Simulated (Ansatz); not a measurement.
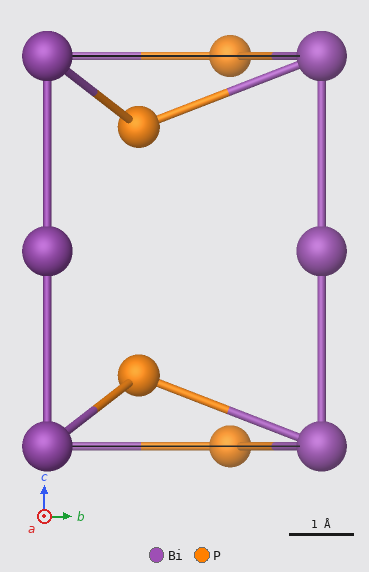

Starting structure of solid Bi$_{2}$P$_{3}$ (a generated structure, set up in P-6m2). A ball-and-stick model of the cell of the calculation, seen along the a axis.

All numbers below come from Ansatz 0.2.0, DFT PBE, scalar-relativistic, plane waves, PAW.

The input:
```yaml
crystal:
  lattice:
    - [4.9827373392, 0.0, 0.0]
    - [-2.4913686696, 4.3151771162, 0.0]
    - [0.0, 0.0, 6.1405412228]
  atoms:
    - { symbol: Bi, position: [0.0, 0.0, 0.0] }
    - { symbol: Bi, position: [0.0, 0.0, 0.5] }
    - { symbol: P, position: [0.6666666667, 0.3333333333, 0.1816004709] }
    - { symbol: P, position: [0.6666666667, 0.3333333333, 0.8183995291] }
    - { symbol: P, position: [0.3333333333, 0.6666666667, 0.0] }
basis:
  ecutwfc: 420
kpoints:
  mp_grid: { grid: [12, 12, 6] }
hamiltonian:
  xc: pbe
scf:
  occupations: { method: gaussian, width: 0.1 }
output:
  forces: true
  stress: true
  eigenvalues: true
relax:
  adjacent_minimum: "off"
  f_tol: 0.01
  max_steps: 80
  cell: { stress_tol: 0.05 }
```

Command:
```bash
ansatz run input.yaml --threads 1 --pin off --max-ram 2560MiB --backend cpu --events-out ev --progress --plain --runs-dir out
```

### Where does the relaxation end?

The energy falls by 1.3 meV per atom in 4 accepted moves (5 points after the start). Largest force component: 0.098 eV/Å at the start, 0.0027 eV/Å at the end. Pressure: 0.09 GPa at the start and 0.00 GPa at the end. At 1 point the geometry stayed and the basis and grid were re-selected for the new cell (energy shift of less than 0.05 meV per atom at most each time). The largest moves relative to the cell, 0.016 Å, are those of P3 and P4. P3 goes along +c. Bi stays in place. The drawn cell changes as follows: a = b 4.983 → 4.934 Å (−1.0 %), c 6.141 → 6.213 Å (+1.2 %); the volume changes by −0.8 %. Near-neighbour distances that change, for instance: P3–P4 2.230 → 2.288 Å, Bi1–Bi2 3.070 → 3.107 Å, Bi1–P5 2.877 → 2.848 Å, Bi1–P3 3.085 → 3.070 Å. The space group stays P-6m2 (No. 187). The run took 82 s on 1 thread of AMD EPYC 9R14 (Zen 4) (shared host), peak memory 0.58 GiB.

Final geometry:

```
Bi P
1.0
     4.93361    0.00000    0.00000
    -2.46680    4.27263    0.00000
     0.00000    0.00000    6.21316
Bi P
2 3
Cartesian
  -2.4668 4.2726 0.0000
  -2.4668 4.2726 3.1066
  2.4668 1.4242 1.1442
  2.4668 1.4242 5.0689
  0.0000 2.8484 0.0000
```

After the run, drawn alike:

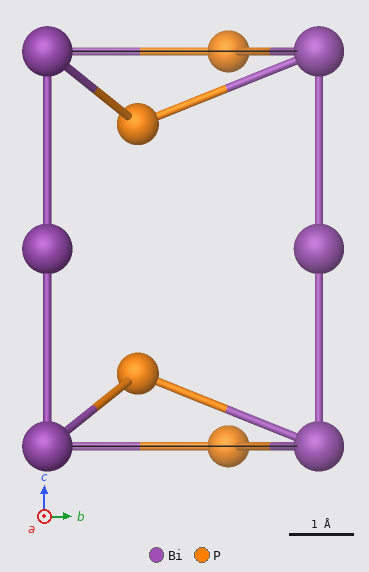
